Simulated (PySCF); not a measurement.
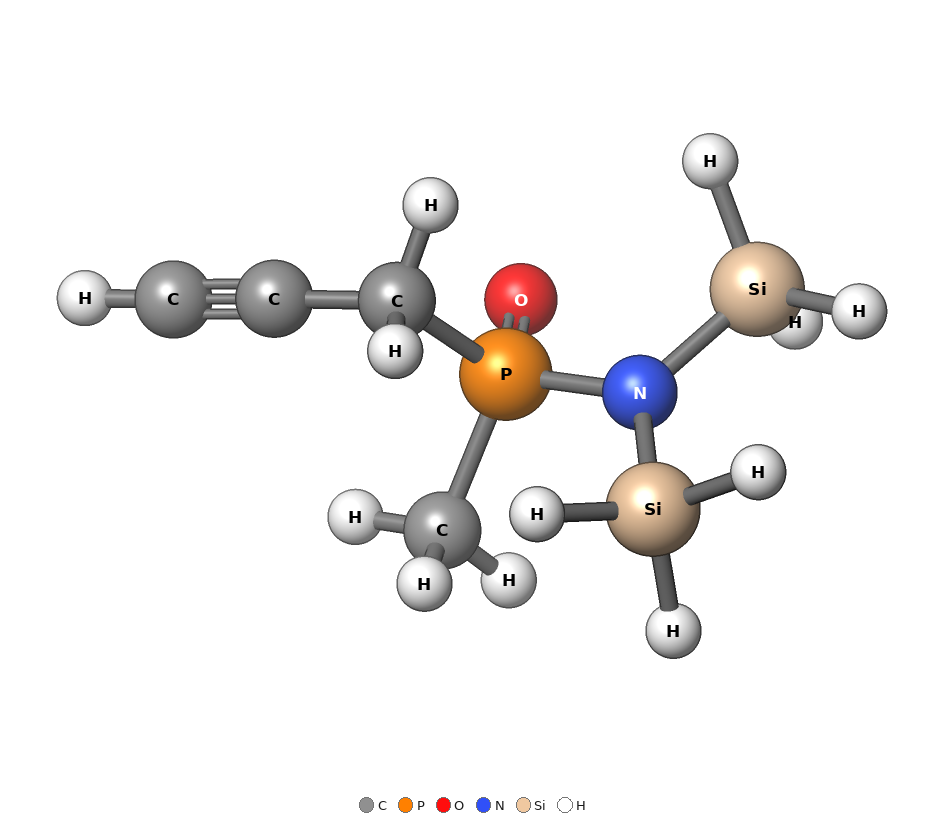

The geometry was computed by an optimisation with GFN2-xTB. No frequency run is at hand to confirm it as a minimum. Method: PBE0/pcSseg-1, gas phase (PySCF 2.14.0).

What does the calculation give?

The species is C4H12NOPSi2 (`C#CC[P@@](C)(=O)N([SiH3])[SiH3]`).
- dipole moment: 3.53 D
- HOMO energy (Kohn–Sham orbital): −7.40 eV
- LUMO energy (Kohn–Sham orbital): −0.06 eV
- HOMO–LUMO gap: 7.35 eV

The geometry is semi-empirical. Around P, Si such bond lengths and angles can be off by a tenth of an ångström or more and by several degrees, and values that hang on the shape move with them.
